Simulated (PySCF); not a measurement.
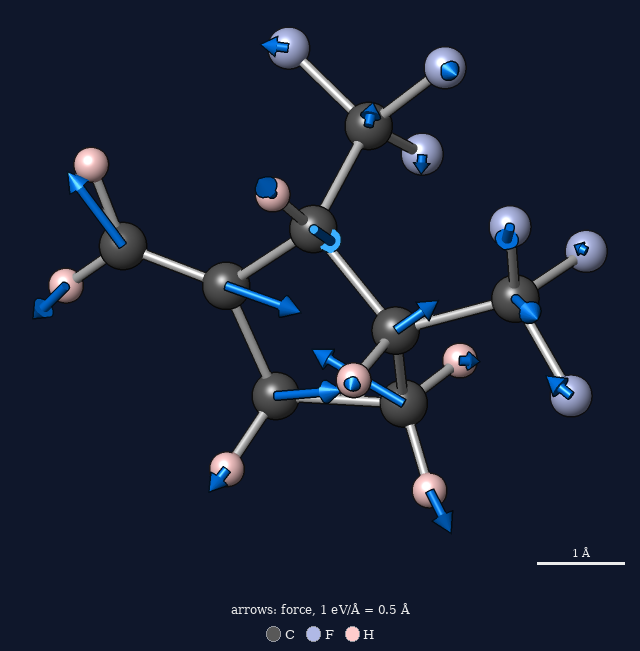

Starting geometry of C8H8F6 with the computed forces as blue arrows. Style: ball-and-stick. Shown at a tilt.

The start comes from GFN2-xTB. Its atoms were then displaced at random by about 0.01 Å.

The calculation used PySCF 2.14.0, density-fitted response routines, PBE0-D3(BJ)/def2-SVP geometry optimisation, gas phase. 

### What follows when this structure is relaxed?

It isn't relaxed: the largest force vector, on a C atom, is 2.53 eV/Å. The final displacements follow the starting forces only in part (cosine between the two patterns 0.32). The atom that moves furthest after the best rigid fit is an F atom (0.10 Å). By element the largest moves are F 0.10 Å, H 0.09 Å, C 0.07 Å. Among the contacts that change: C–C 1.580 → 1.529 Å, C–H 1.059 → 1.093 Å, C–C 1.300 → 1.332 Å, C–F 1.361 → 1.335 Å. Among the angles between lasting bonds that change: H–C–H 112.4° → 107.8°, C–C–H 107.5° → 111.0°, C–C–C 116.6° → 119.6°. After 12 geometry steps the energy has fallen by 6.25 kcal/mol. Cost: 2.7 min on 2 threads of AMD EPYC 9R45 96-Core Processor, with other jobs on the host.
